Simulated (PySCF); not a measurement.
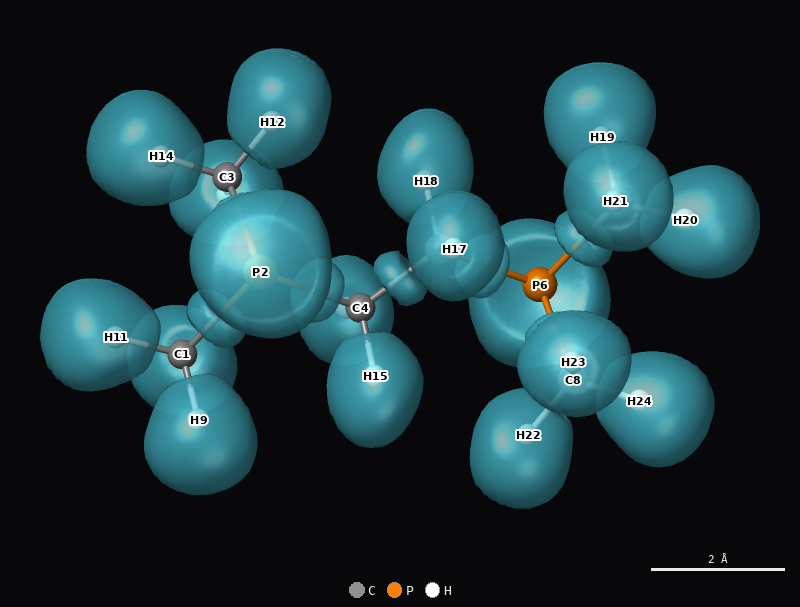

Figure 1: C$_{6}$H$_{16}$P$_{2}$ (SMILES CP(C)CCP(C)C). Isosurface of the ELF at 0.8 (cyan), seen at a tilt. Core shells and regions of very low density are left out.

Geometry: GFN2-xTB.

All numbers below come from PBE0/pcSseg-1, SCF density, gas phase, non-relativistic (PySCF 2.14.0).

```yaml
atoms:
  - { symbol: C, position_ang: [-3.3082, -1.0238, -0.4060] }
  - { symbol: P, position_ang: [-2.0662, -0.4037, 0.8203] }
  - { symbol: C, position_ang: [-2.5864, 1.3743, 0.8138] }
  - { symbol: C, position_ang: [-0.6163, -0.2804, -0.3481] }
  - { symbol: C, position_ang: [0.6151, 0.2843, 0.3466] }
  - { symbol: P, position_ang: [2.0660, 0.4042, -0.8208] }
  - { symbol: C, position_ang: [3.3075, 1.0254, 0.4054] }
  - { symbol: C, position_ang: [2.5853, -1.3741, -0.8107] }
  - { symbol: H, position_ang: [-3.0706, -2.0525, -0.6691] }
  - { symbol: H, position_ang: [-3.3157, -0.4102, -1.3062] }
  - { symbol: H, position_ang: [-4.2945, -1.0062, 0.0543] }
  - { symbol: H, position_ang: [-1.8808, 1.9649, 1.3941] }
  - { symbol: H, position_ang: [-2.6416, 1.7654, -0.2017] }
  - { symbol: H, position_ang: [-3.5635, 1.4510, 1.2878] }
  - { symbol: H, position_ang: [-0.4100, -1.2936, -0.7052] }
  - { symbol: H, position_ang: [-0.8822, 0.3359, -1.2127] }
  - { symbol: H, position_ang: [0.8794, -0.3318, 1.2120] }
  - { symbol: H, position_ang: [0.4094, 1.2980, 0.7028] }
  - { symbol: H, position_ang: [3.0721, 2.0554, 0.6653] }
  - { symbol: H, position_ang: [4.2943, 1.0047, -0.0534] }
  - { symbol: H, position_ang: [3.3134, 0.4142, 1.3072] }
  - { symbol: H, position_ang: [1.8774, -1.9665, -1.3865] }
  - { symbol: H, position_ang: [2.6436, -1.7621, 0.2058] }
  - { symbol: H, position_ang: [3.5608, -1.4529, -1.2873] }
```

**What do the ELF domains correspond to?**

The surface consists of one region between bonded C–C atoms (shared pairs), six regions between bonded C–P atoms (shared pairs), 16 regions around hydrogen nuclei and two lobes on P, pointing away from the bonds (lone pairs). Profiles from the grid: C–C (1.52 Å): the ELF peaks at about 0.95 between the atoms; a shared electron pair. C–P (1.85 Å): the ELF peaks at about 0.95 between the atoms, as expected for localised, covalent bonding.
